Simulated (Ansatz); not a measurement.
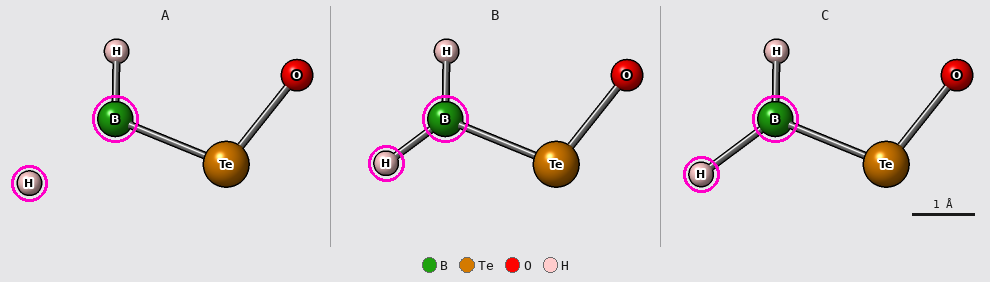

Energy scan for BH2TeO (multiplicity 2), in which one B–H bond length is varied, with the rest of the molecule carried along rigidly. A ball-and-stick model, seen at a tilt. The ringed atoms are those of the scanned coordinate.

Level of theory: CCSD(T) (def2-TZVPP, Ansatz), on geometries moved rigidly from the minimum at PBE0-D4/def2-TZVP. Coupled cluster with a frozen core. Elements past krypton carry the basis set's effective core potentials. Energies are counted from the PBE0-D4/def2-TZVP minimum geometry at the same level.

Order these geometries by energy, lowest first.

Answer. Lowest first: B (the distance 1.192 Å, 0.000 eV), C (the distance 1.494 Å, 0.699 eV), A (the distance 1.729 Å, 1.592 eV). Over the whole scan: of the computed points the lowest is at the distance 1.192 Å, 0.000 eV. The curvature at the lowest point is about 24 eV/Å² (3.9 mdyn/Å). The well is steeper on the short side, as for any bond.
